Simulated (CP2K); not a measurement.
Consider acetonitrile at its PBE geometry (Å).

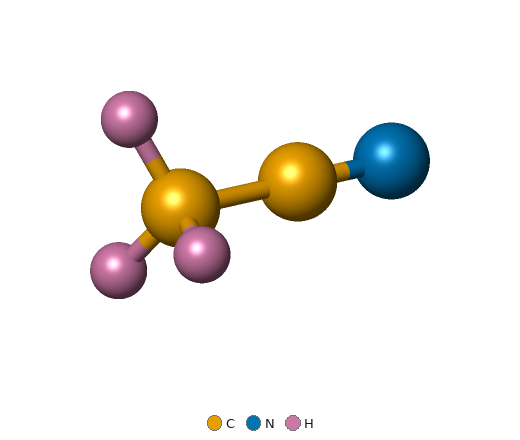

The molecule (carbon orange, nitrogen blue, hydrogen pink).

```xyz
6

C    -0.4872    0.0084   -0.0352
C     0.9643   -0.0203    0.0723
N     2.1254   -0.0378    0.1551
H    -0.8319   -0.7507   -0.7496
H    -0.9482   -0.1939    0.9404
H    -0.8225    0.9943   -0.3831
```

Method: CP2K XAS_TDP, all-electron GAPW, PBEh(45%), aug-cc-pVTZ, TDA, GW2X-corrected core level, no relativity.

Predict the bright core excitations at the C K edge.

Leading lines: C1 290.07 eV and C2 287.53 eV. The leading line of an atom is its first one with 35 % of the strongest within 2.5 eV of its lowest line over the strength cut. Core ionisation energies at this level: C1 292.55 and C2 292.33 eV.

The first six lines of each atom with a strength over 0.0015:

```
                    atom  energy (eV)  states  strength, one atom  above the computed threshold
C1 (bonded to C and 3 H)       290.07       2              0.0257                              
                               291.29       2              0.0225                              
                               291.94       1              0.0399                              
                               292.62       2              0.0120                           yes
                               293.12       2              0.0218                           yes
                               293.27       2              0.0054                           yes
  C2 (bonded to C and N)       287.53       2              0.1135                              
                               292.24       1              0.0062                              
                               292.60       2              0.0099                           yes
                               293.73       3              0.0054                           yes
                               294.46       1              0.0030                           yes
                               295.23       2              0.0024                           yes
```

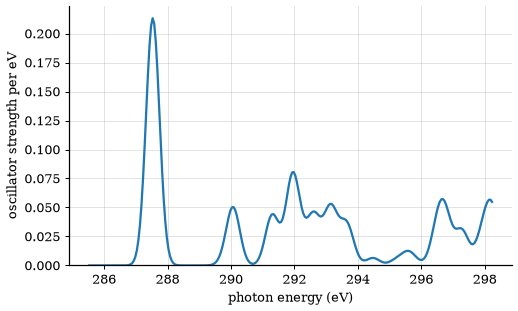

All atoms added, broadened by 0.5 eV.

Lines are vertical, at one geometry, with no vibrational structure. GW2X ionisation energies and lines can be off by 1 to 2 eV either way, and a good line position may hide errors that cancel. These values hold no scalar relativity, about 0.1 eV for C 1s. Rydberg lines, and the discretised continuum above threshold, depend on the basis and the box.

[Banner, clock and machine lines of the logs are left out without a mark of their own.]

[Logs are printed without paths, hosts, clocks, repeated set-up lines and the standing remarks that a program may print on its own settings, such as how far it seeks lower states.]

[Hosts, paths, dates, database ids (printed as entryN), source tags and the programs' standing remarks are cut or masked in the printed files.]
